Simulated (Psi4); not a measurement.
# N2H (dinitrogen monohydride) at UTPSS/def2-QZVPPD (density fitting, sweep point 7)

What is the vertical doublet–quartet gap of N2H (dinitrogen monohydride) at UTPSS/def2-QZVPPD (density fitting, sweep point 7)? 

Program for the calculation: Psi4 1.11.

### Step 1. The structure to begin with

N2H has 3 atoms, charge 0, and is taken as a doublet. SMILES: `[N]=N`. The shape is that of a GFN2-xTB optimisation.

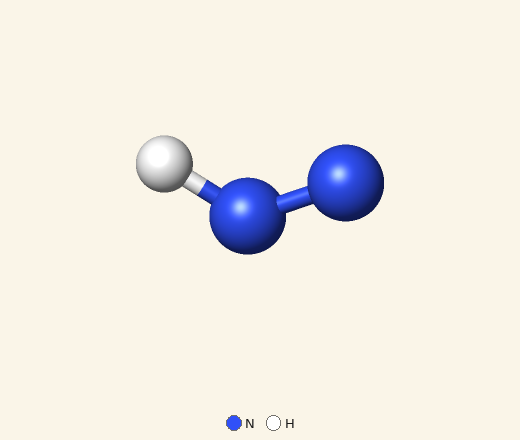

The structure, seen from a chosen angle (nitrogen blue, hydrogen white).

### Step 2. A single-point energy at UTPSS/def2-QZVPPD (density fitting, sweep point 7)

job.dat

```
memory 1600 MB

molecule {
  0 2
  N      1.35155102    -1.21025620     0.61457673
  N     -0.45950580    -0.35031743    -0.28863677
  H     -0.89202632     1.56057363    -0.32593996
  units bohr
  symmetry c1
}

set globals {
  reference uks
  puream true
  scf_type df
  dft_radial_points 99
  dft_spherical_points 590
  maxiter 150
}

energy('tpss/def2-QZVPPD')
print_variables()
```

Started as:

```console
$ psi4 job.dat job.out -n 1
```

job.out:

```text
[...]
  Running in c1 symmetry.
[...]
  Nuclear repulsion =   27.754370123458202
[...]
  Multiplicity = 2
[...]
  Nalpha       = 8
  Nbeta        = 7
[...]
    Number of basis functions: 159
[...]
   @DF-UKS iter   1:  -109.96819767980894   -2.55619e-01   3.52216e-03 DIIS/ADIIS
[...]
   @DF-UKS iter   9:  -110.10166502698516   -1.13189e-07   5.76529e-07 DIIS
[...]
   @S^2 Observed:                7.544191212E-01
[...]
    Orbital Energies [Eh]
    ---------------------
    Alpha Occupied:
       1A    -14.186541     2A    -14.173386     3A     -1.011087
       4A     -0.643524     5A     -0.441779     6A     -0.399793
       7A     -0.383161     8A     -0.173561
    Alpha Virtual:
       9A     -0.089710    10A     -0.005349    11A      0.050274
      12A      0.067274    13A      0.093142    14A      0.121285
      15A      0.180207    16A      0.200749    17A      0.204331
      18A      0.216797    19A      0.234731    20A      0.273986
      21A      0.281216    22A      0.308268    23A      0.322281
      24A      0.336387    25A      0.343882    26A      0.351232
[...]
  @DF-UKS Final Energy:  -110.10166502698516
   => Energetics <=
    Nuclear Repulsion Energy =             27.7543701234582016
    One-Electron Energy =                -203.5147890448658643
    Two-Electron Energy =                  79.7774732583373094
    DFT Exchange-Correlation Energy =     -14.1187193639147939
    Empirical Dispersion Energy =           0.0000000000000000
    VV10 Nonlocal Energy =                  0.0000000000000000
    Total Energy =                       -110.1016650269851596
[...]
 Multipole Moments:
 ------------------------------------------------------------------------------------
     Multipole            Electronic (a.u.)      Nuclear  (a.u.)        Total (a.u.)
 ------------------------------------------------------------------------------------
 L = 1.  Multiply by 2.5417464519 to convert [e a0] to [Debye]
 Dipole X            :          0.3203515           -0.6745231           -0.3541716
 Dipole Y            :         -0.4517338            1.1258897            0.6741559
 Dipole Z            :          0.0000000           -0.0000000            0.0000000
 Magnitude           :                                                    0.7615272
[...]
```

Wall time 47 s (1 thread of Intel Xeon Platinum 8375C at 2.90GHz (Ice Lake), shared host); peak memory 1.1 GiB.

### Step 3. The quartet

hn2.in

```
memory 1600 mb

molecule {
  0 4
  N      1.35155102    -1.21025620     0.61457673
  N     -0.45950580    -0.35031743    -0.28863677
  H     -0.89202632     1.56057363    -0.32593996
  units au
  symmetry c1
}

set {
  basis                def2-QZVPPD
  reference            uks
  puream               true
  scf_type             df
  dft_radial_points    99
  dft_spherical_points 590
  maxiter              150
}

E, wfn = energy('tpss', return_wfn=True)
```

Started as:

```console
$ psi4 -i hn2.in -o hn2.out -n 1
```

hn2.out:

```text
[...]
  Running in c1 symmetry.
[...]
  Nuclear repulsion =   27.754370123458202
[...]
  Multiplicity = 4
[...]
  Nalpha       = 9
  Nbeta        = 6
[...]
    Number of basis functions: 159
[...]
   @DF-UKS iter   1:  -109.74001555668269   -2.74372e-02   3.64565e-03 ADIIS/DIIS
[...]
   @DF-UKS iter  10:  -109.87903421969429   -1.14246e-07   6.62338e-07 DIIS
[...]
   @S^2 Observed:                3.756436694E+00
[...]
    Orbital Energies [Eh]
    ---------------------
    Alpha Occupied:
       1A    -14.187894     2A    -14.177433     3A     -1.032598
       4A     -0.658991     5A     -0.463517     6A     -0.445495
       7A     -0.419854     8A     -0.197815     9A     -0.125692
    Alpha Virtual:
      10A     -0.004225    11A      0.042084    12A      0.062573
      13A      0.093620    14A      0.119012    15A      0.177155
      16A      0.192395    17A      0.203680    18A      0.214013
      19A      0.227175    20A      0.262722    21A      0.276053
      22A      0.298001    23A      0.315820    24A      0.326406
      25A      0.335483    26A      0.348412    27A      0.381198
[...]
  @DF-UKS Final Energy:  -109.87903421969429
   => Energetics <=
    Nuclear Repulsion Energy =             27.7543701234582016
    One-Electron Energy =                -203.2458974839972541
    Two-Electron Energy =                  79.7992353904976994
    DFT Exchange-Correlation Energy =     -14.1867422496529283
    Empirical Dispersion Energy =           0.0000000000000000
    VV10 Nonlocal Energy =                  0.0000000000000000
    Total Energy =                       -109.8790342196942902
[...]
 Multipole Moments:
 ------------------------------------------------------------------------------------
     Multipole            Electronic (a.u.)      Nuclear  (a.u.)        Total (a.u.)
 ------------------------------------------------------------------------------------
 L = 1.  Multiply by 2.5417464519 to convert [e a0] to [Debye]
 Dipole X            :          0.3179478           -0.6745231           -0.3565752
 Dipole Y            :         -0.7705991            1.1258897            0.3552906
 Dipole Z            :         -0.0000000           -0.0000000           -0.0000000
 Magnitude           :                                                    0.5033660
[...]
```

It took 51 s on 1 thread of Intel Xeon Platinum 8375C at 2.90GHz (Ice Lake), shared host; peak memory 1.1 GiB.

### Step 4. What came out

At UTPSS/def2-QZVPPD (density fitting, sweep point 7):

| quantity | value |
| --- | --- |
| doublet: total energy | -110.10167 Eh |
| doublet: dipole moment | 1.94 D |
| doublet: HOMO energy (highest over α and β) | -4.72 eV |
| doublet: LUMO energy (lowest over α and β) | -2.63 eV |
| doublet: ⟨S²⟩ | 0.754 |
| quartet: total energy | -109.87903 Eh |
| quartet: dipole moment | 1.28 D |
| quartet: HOMO energy (highest over α and β) | -3.42 eV |
| quartet: ⟨S²⟩ | 3.756 |
| vertical energy of the quartet above the doublet | 6.058 eV |

In words: At this shape the quartet lies 6.06 eV (140 kcal/mol) above the doublet.
